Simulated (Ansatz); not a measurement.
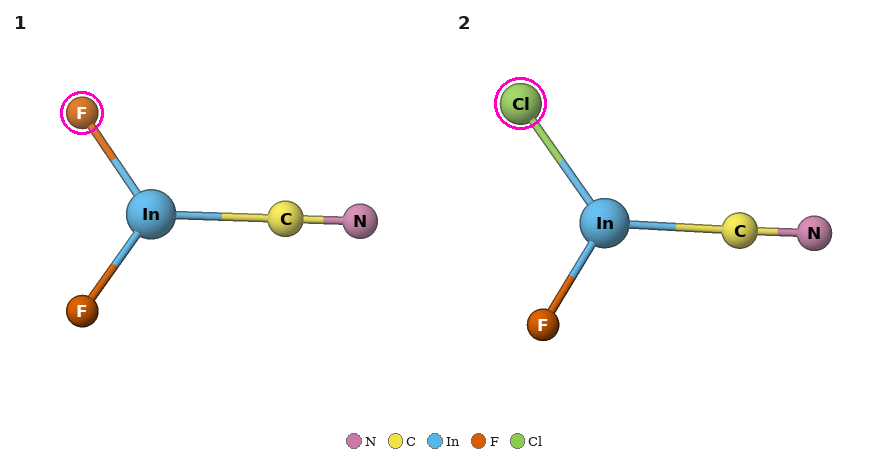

2 molecules with one skeleton, seen from the same side and at one scale; the atom that differs is circled. Each species is neutral and a spin singlet. Computed geometries: PBE0-D4/def2-TZVP optimisations, one conformation each. Properties computed with Ansatz 0.2.0. Elements past Kr carry core potentials.

One atom differs, called X below: F in panel 1, Cl in panel 2. Their formulas are CF2InN (`N#[C][In]([F])[F]`), CClFInN (`N#[C][In]([F])[Cl]`).

In which is the dipole moment larger (ωB97M-V/def2-TZVPP)?

In panel 2 (X = Cl).

In which is the length of X–In larger (PBE0-D4/def2-TZVP)?

In panel 2 (X = Cl).

Give the values. With PBE0-D4/def2-TZVP: length of X–In (Å), angle X–In–F (°). With ωB97M-V/def2-TZVPP: dipole moment (D), HOMO energy (Kohn–Sham orbital) (eV), HOMO–LUMO gap (eV).

```json
{"quantity": "length of X–In (Å)", "1 (F)": "1.919", "2 (Cl)": "2.280", "2 − 1": "+0.361"}
{"quantity": "angle X–In–F (°)", "1 (F)": "112.9", "2 (Cl)": "115.9", "2 − 1": "+3.0"}
{"quantity": "dipole moment (D)", "1 (F)": "0.49", "2 (Cl)": "1.58", "2 − 1": "+1.09"}
{"quantity": "HOMO energy (Kohn–Sham orbital) (eV)", "1 (F)": "−13.08", "2 (Cl)": "−12.20", "2 − 1": "+0.88"}
{"quantity": "HOMO–LUMO gap (eV)", "1 (F)": "12.18", "2 (Cl)": "11.30", "2 − 1": "−0.88"}
```
